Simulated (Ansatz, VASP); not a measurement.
# Cross-check of SrO between VASP and Ansatz, part 2 of 2

Aim: how closely do two programs agree when they are given the same cell, functional and k mesh?

VASP 6.6.1 and Ansatz 0.2.0.

So far. Step 3 (VASP: band structure, PBE): The run ends at a pressure of 2.29 GPa.

## (7) VASP: band structure, r2SCAN

Level of this step: r2SCAN; plane waves and PAW (Sr_sv, O) (VASP).

The same cell, functional, mesh and smearing now go to VASP, with its own data sets and cutoff.

File INCAR:

```
SYSTEM = SrO
PREC = Accurate
ENCUT = 520
EDIFF = 1E-06
NELM = 100
ISMEAR = 0
SIGMA = 0.02
LREAL = .FALSE.
ALGO = Normal
METAGGA = R2SCAN
LASPH = .TRUE.
NBANDS = 20
LORBIT = 11
LWAVE = .FALSE.
LCHARG = .FALSE.
KPAR = 4
```

File POSCAR:

```
SrO
1.0
    0.0000000000      2.5806600000      2.5806600000
    2.5806600000      0.0000000000      2.5806600000
    2.5806600000      2.5806600000      0.0000000000
Sr O
1 1
Direct
    0.0000000000      0.0000000000      0.0000000000
    0.5000000000      0.5000000000      0.5000000000
```

File KPOINTS:

```
Automatic mesh
0
Gamma
5 5 5
0 0 0
```

File KPOINTS_OPT:

```
Line mode
16
Line-mode
Reciprocal
  0.00000000   0.00000000   0.00000000 GAMMA
  0.50000000   0.00000000   0.50000000 X

  0.50000000   0.00000000   0.50000000 X
  0.50000000   0.25000000   0.75000000 W

  0.50000000   0.25000000   0.75000000 W
  0.37500000   0.37500000   0.75000000 K

  0.37500000   0.37500000   0.75000000 K
  0.00000000   0.00000000   0.00000000 GAMMA

  0.00000000   0.00000000   0.00000000 GAMMA
  0.50000000   0.50000000   0.50000000 L

  0.50000000   0.50000000   0.50000000 L
  0.62500000   0.25000000   0.62500000 U

  0.62500000   0.25000000   0.62500000 U
  0.50000000   0.25000000   0.75000000 W

  0.50000000   0.25000000   0.75000000 W
  0.50000000   0.50000000   0.50000000 L

  0.50000000   0.50000000   0.50000000 L
  0.37500000   0.37500000   0.75000000 K

  0.62500000   0.25000000   0.62500000 U
  0.50000000   0.00000000   0.50000000 X
```

PAW data sets: Sr_sv and O (PBE family, release 64).

Started as:

```sh
> mpirun -np 4 vasp_std
```

Numbers of over 12 decimals in the logs are rounded to 6 here.

Output:

```text
[banner, memory and clock lines left out]
running    4 mpi-ranks, on    1 nodes
[...]
|                                                                             |
|               ----> ADVICE to this user running VASP <----                  |
|                                                                             |
|     You enforced a specific xc type in the INCAR file but a different       |
|     [... a line on the potential file left out ...]
|     I HOPE YOU KNOW WHAT YOU ARE DOING!                                     |
|                                                                             |

 LDA part: xc-table for (None), standard interpolation
 POSCAR, INCAR and KPOINTS ok, starting setup
[...]
entering main loop
       N       E                     dE             d eps       ncg     rms          rms(c)
DAV:   1     0.484598983880E+02    0.48460E+02   -0.80895E+03   400   0.808E+02
DAV:   2    -0.312326554924E+02   -0.79693E+02   -0.75053E+02   504   0.199E+02
[...]
DAV:  13    -0.270554042220E+02    0.10249E-05   -0.15585E-06   572   0.117E-02    0.107E-02
DAV:  14    -0.270554037295E+02    0.49246E-06   -0.31353E-07   232   0.392E-03
   1 F= -.27055404E+02 E0= -.27055404E+02  d E =-.440529E-23
 Start KPOINTS_OPT (optional k-point list driver)
k-point batch [1-10\160]
       N       E                     dE             ncg
DAV:   1    -0.835605257065E+03   -0.22425E+04      400
DAV:   2    -0.165116231433E+04   -0.81556E+03      472
DAV:   3    -0.167958746781E+04   -0.28425E+02      528
DAV:   4    -0.168020792607E+04   -0.62046E+00      540
DAV:   5    -0.168021789671E+04   -0.99706E-02      492
DAV:   6    -0.168021820192E+04   -0.30520E-03      524
DAV:   7    -0.168021821142E+04   -0.95011E-05      448
DAV:   8    -0.168021821171E+04   -0.29125E-06      368
[...]
k-point batch [151-160\160]
       N       E                     dE             ncg
DAV:   1    -0.873482228057E+03   -0.75037E+04      400
DAV:   2    -0.167483043221E+04   -0.80135E+03      512
DAV:   3    -0.170131174637E+04   -0.26481E+02      556
DAV:   4    -0.170161911375E+04   -0.30737E+00      472
DAV:   5    -0.170162247984E+04   -0.33661E-02      516
DAV:   6    -0.170162254722E+04   -0.67380E-04      468
DAV:   7    -0.170162254878E+04   -0.15592E-05      468
DAV:   8    -0.170162254881E+04   -0.32484E-07      284
```

Parts of OUTCAR (step 7):

```text
  Total        0.0958160      0.0958160      0.0958160      0.0000000      0.0000000     -0.0000000
  in kB        4.4660751      4.4660751      4.4660751      0.0000000      0.0000000     -0.0000000
  external PRESSURE =       4.4660751 kB  Pullay stress =       0.0000000 kB

 POSITION                                       TOTAL-FORCE (eV/Angst)
 -----------------------------------------------------------------------------------
      0.00000      0.00000      0.00000        -0.000000     -0.000000      0.000000
      2.58066      2.58066      2.58066         0.000000      0.000000     -0.000000
 -----------------------------------------------------------------------------------
    total drift:                                0.000000      0.000000      0.000000

  FREE ENERGIE OF THE ION-ELECTRON SYSTEM (eV)
  ---------------------------------------------------
  free  energy   TOTEN  =       -27.0554037295 eV

  energy  without entropy=      -27.0554037295  energy(sigma->0) =      -27.05540373

[... 2 parts as in an earlier step ...]

[... 1 further part left out ...]
[key lines of the parts left out:]
E-fermi :   1.4258
```

The run ends at a pressure of 0.45 GPa.

## (8) Differences

What differs besides the data sets and the points named for the pairs above, as far as they apply: VASP keeps PBE cores, Ansatz makes them for the functional; the cutoff is 500 eV in Ansatz and 520 eV in VASP. Total energies have different zeros and are not compared.

Both answers:

| quantity | Ansatz | VASP | difference |
| --- | --- | --- | --- |
| pressure (GPa) | -0.08 | 0.45 | -0.52 |
| gap over the path points (eV) | 3.799 | 3.747 | +0.052 |

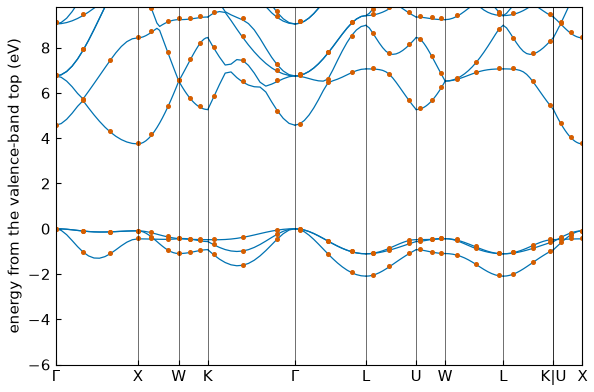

Bands from VASP (lines) and levels from Ansatz (dots). Dots without a line are higher empty bands that the VASP plot leaves out.

Levels at points of the path, from each program's valence-band top (eV; 3 filled, then empty):

| k (reciprocal lattice) | Ansatz | VASP |
| --- | --- | --- |
| 0.000 0.000 0.000 | 0.00 0.00 0.00 4.58 6.81 6.81 | 0.00 0.00 0.00 4.58 6.75 6.75 |
| 0.167 0.000 0.167 | -1.01 -0.10 -0.10 5.70 5.75 7.93 | -1.03 -0.10 -0.10 5.66 5.73 7.88 |
| 0.333 0.000 0.333 | -1.07 -0.13 -0.13 4.32 7.47 10.34 | -1.10 -0.14 -0.14 4.27 7.45 10.28 |
| 0.500 0.000 0.500 | -0.42 -0.08 -0.08 3.80 8.49 10.94 | -0.45 -0.09 -0.09 3.75 8.43 10.84 |
| 0.500 0.083 0.583 | -0.43 -0.35 -0.16 4.17 8.74 9.73 | -0.46 -0.36 -0.18 4.13 8.68 9.73 |
| 0.500 0.183 0.683 | -0.93 -0.44 -0.34 5.42 7.81 9.20 | -0.94 -0.47 -0.36 5.38 7.79 9.13 |
| 0.500 0.250 0.750 | -1.08 -0.41 -0.41 6.55 6.55 9.30 | -1.10 -0.44 -0.44 6.52 6.52 9.24 |
| 0.450 0.300 0.750 | -1.03 -0.44 -0.44 5.78 7.50 9.33 | -1.05 -0.47 -0.46 5.75 7.47 9.27 |
| 0.408 0.342 0.750 | -0.94 -0.51 -0.45 5.40 8.21 9.39 | -0.96 -0.53 -0.48 5.36 8.19 9.33 |
| 0.350 0.350 0.700 | -1.13 -0.68 -0.46 5.84 8.01 9.59 | -1.15 -0.70 -0.49 5.81 7.99 9.53 |

Among the levels compared (up to four filled and three empty ones at each point), filled levels agree within 31 meV and empty ones within 94 meV.

## (9) VASP: dielectric response, PBE

The response to a field tests empty states and converges slowly with the mesh.

File INCAR:

```
SYSTEM = SrO
PREC = Accurate
ENCUT = 520
EDIFF = 1E-08
NELM = 100
ISMEAR = 0
SIGMA = 0.01
LREAL = .FALSE.
ALGO = Normal
GGA = PE
NBANDS = 14
LORBIT = 11
LWAVE = .FALSE.
LCHARG = .FALSE.
KPAR = 4
LEPSILON = .TRUE.
```

POSCAR is that of step 7.

File KPOINTS:

```
Automatic mesh
0
Gamma
14 14 14
0 0 0
```

Started as:

```sh
> mpirun -np 4 vasp_std
```

Output:

```text
[... set-up lines as in an earlier step ...]
 entering main loop
       N       E                     dE             d eps       ncg     rms          rms(c)
DAV:   1     0.708787139117E+02    0.70879E+02   -0.84608E+03  2920   0.111E+03
DAV:   2    -0.108135820578E+02   -0.81692E+02   -0.75084E+02  3938   0.231E+02
DAV:   3    -0.141556188241E+02   -0.33420E+01   -0.33254E+01  3626   0.425E+01
DAV:   4    -0.142467132626E+02   -0.91094E-01   -0.91064E-01  3752   0.670E+00
[...]
DAV:  14    -0.120483809823E+02    0.19188E-06   -0.18011E-07  3854   0.325E-03    0.220E-03
DAV:  15    -0.120483809489E+02    0.33425E-07   -0.22951E-08  3326   0.113E-03    0.306E-04
DAV:  16    -0.120483809395E+02    0.93523E-08   -0.12697E-09  1726   0.438E-04
   1 F= -.12048381E+02 E0= -.12048381E+02  d E =-.284614-119
 Linear response reoptimize wavefunctions to high precision
DAV:   1    -0.120483809508E+02   -0.11257E-07   -0.34028E-10  2236   0.218E-04
DAV:   2    -0.120483809508E+02   -0.17280E-10   -0.10206E-10  1582   0.832E-05
 Linear response G [H, r] |phi>, progress :
  Direction:   1
[...]
RMM:  13    -0.294446681104E+00   -0.16371E-06   -0.10030E-07 14635   0.194E-04    0.447E-05
RMM:  14    -0.294446615202E+00    0.65903E-07   -0.46158E-08 12028   0.947E-05    0.662E-06
 change of polarisation eV/A/(eV/A) component  2 :     0.030     0.534     0.006
 dielectric tensor                  component  2 :     0.160     3.809     0.033
 Linear response to external field, progress :
  Direction:   3
       N       E                     dE             d eps       ncg     rms          rms(c)
RMM:   1    -0.259961188257E+00   -0.25996E+00   -0.89819E-01 15364   0.276E+00
RMM:   2    -0.277885153235E+00   -0.17924E-01   -0.45865E-02 13667   0.708E-01    0.862E-01
RMM:   3    -0.272191496097E+00    0.56937E-02   -0.11880E-02 12139   0.797E-01    0.519E-01
RMM:   4    -0.285064062250E+00   -0.12873E-01   -0.84971E-03 12604   0.737E-01    0.207E-01
[...]
RMM:  12    -0.294446499274E+00   -0.42553E-06    0.12675E-07 16244   0.473E-04    0.465E-05
RMM:  13    -0.294446694845E+00   -0.19557E-06   -0.64911E-08 14731   0.198E-04    0.452E-05
RMM:  14    -0.294446634546E+00    0.60299E-07    0.71921E-09 12130   0.963E-05    0.548E-06
 change of polarisation eV/A/(eV/A) component  3 :     0.009     0.026     0.534
 dielectric tensor                  component  3 :     0.047     0.138     3.809
 Born effective charges drift removed
```

Parts of OUTCAR (step 9):

```text
  Total        0.4880978      0.4880978      0.4880978      0.0000000      0.0000000     -0.0000000
  in kB       22.7507138     22.7507138     22.7507138      0.0000000      0.0000000     -0.0000000
  external PRESSURE =      22.7507138 kB  Pullay stress =       0.0000000 kB

 POSITION                                       TOTAL-FORCE (eV/Angst)
 -----------------------------------------------------------------------------------
      0.00000      0.00000      0.00000         0.000000     -0.000000      0.000000
      2.58066      2.58066      2.58066        -0.000000      0.000000     -0.000000
 -----------------------------------------------------------------------------------
    total drift:                                0.000000      0.000000      0.000000

 MACROSCOPIC STATIC DIELECTRIC TENSOR (including local field effects in DFT)
 ------------------------------------------------------
           3.809405     0.000000     0.000000
           0.000000     3.809405     0.000000
          -0.000000    -0.000000     3.809405
 ------------------------------------------------------

[... 1 part as in an earlier step ...]

[... 1 further part left out ...]
```

## (10) Ansatz: dielectric response, PBE

The same cell, functional and mesh now go to Ansatz, which takes its cutoff from its data sets.

File input.yaml:

```yaml
crystal:
  lattice:
    - [0.0, 2.58066, 2.58066]
    - [2.58066, 0.0, 2.58066]
    - [2.58066, 2.58066, 0.0]
  atoms:
    - { symbol: Sr, position: [0.0, 0.0, 0.0] }
    - { symbol: O, position: [0.5, 0.5, 0.5] }
hamiltonian:
  xc: pbe
  pseudopotentials: { kind: paw }
kpoints:
  mp_grid: { grid: [14, 14, 14] }
scf:
  occupations: { method: fixed }
dielectric:
  method: response
```

Started as:

```sh
> ansatz run input.yaml --threads 2 --pin off --max-ram 4608MiB --backend cpu --events-out ev --progress --plain --runs-dir out
```

Output:

```text
[...]
Crystal: 2 atoms, lattice volume = 34.373 Å³
Basis set: ecut = 420 eV, 645 PW (Γ), exchange–correlation on 50×50×50 points (8 copies of the dense FFT grid, shifted against one another)
Bands: 12, of which v1, the nominal top of the filled ones, is band 8 counted from 1 (7 counted from 0)
Symmetry: 48 space group operations
k-points: 244 of 2744 (irreducible under 8 space group operations, time reversal used)
[...]
Born effective charges Z* (e; rows j = field, columns β = displacement):
    site 0:
         2.44657    0.00000    0.00000
         0.00000    2.44657    0.00000
         0.00000    0.00000    2.44657
    site 1:
        -2.44657   -0.00000   -0.00000
         0.00000   -2.44657   -0.00000
         0.00000   -0.00000   -2.44657
  Z* charge neutrality: 6.895e-6 e pre-enforcement
  k-mesh period / interband length: 51.1 Å / 1.55 Å = 33.05 at k = (0.0000, 0.0000, 0.0000), direct gap 3.927 eV — 14 or more, which is no proof of convergence
[key lines of the parts left out:]
SCF converged after 8 iterations
Free energy (F): -4114.625172 eV
Fermi energy:    7.814893 eV
```

Elapsed: 15 s, on 2 threads of Arm Neoverse V1, shared host; peak memory 0.5 GiB.

## (11) Comparison

What differs besides the data sets and the points named for the pairs above, as far as they apply: VASP's response is taken on the typed mesh, Ansatz refines its own for the field response alone. Total energies have different zeros and are not compared.

Compared:

| quantity | Ansatz | VASP | difference |
| --- | --- | --- | --- |
| ε∞ xx | 3.79 | 3.81 | -0.41 % |
| ε∞ yy | 3.79 | 3.81 | -0.41 % |
| ε∞ zz | 3.79 | 3.81 | -0.41 % |
| Born charge of Sr1 (mean of the diagonal) (e) | 2.45 | 2.45 | 0.00 |
| Born charge of O2 (mean of the diagonal) (e) | -2.45 | -2.45 | 0.00 |

## (12) Summary of results

```yaml
difference_in_gap_over_the_path_points_band_structure_pbe: 0.047 eV
difference_in_pressure_band_structure_pbe: -0.56 GPa
difference_in_gap_over_the_path_points_band_structure_r2scan: 0.052 eV
difference_in_pressure_band_structure_r2scan: -0.52 GPa
difference_in_eps_infinity_xx_dielectric_response_pbe: -0.41 %
```

What this shows: The difference in gap over the path points is 0.052 eV (band structure, r2SCAN), within the 0.08 eV picked in this series as the mark of a large difference. For band structure, PBE: no further run halves the difference in gap over the path points; only Ansatz's side was varied. The all-electron run, which needs no data set, lies 0.046 eV from VASP and 1.0e-3 eV from Ansatz's PAW result, so it sides with Ansatz. 1 further run on this material is not shown. How closely two codes agree says nothing of how well the functional describes the real material.

[Lines on the potential files, build, host, timing and source positions are cut from VASP's logs without a mark.]

[Logs are printed without paths, hosts, clocks, repeated set-up lines and the standing remarks that a program may print on its own settings, such as how far it seeks lower states.]

[Hosts, paths, dates, database ids (printed as entryN), source tags and the programs' standing remarks are cut or masked in the printed files.]
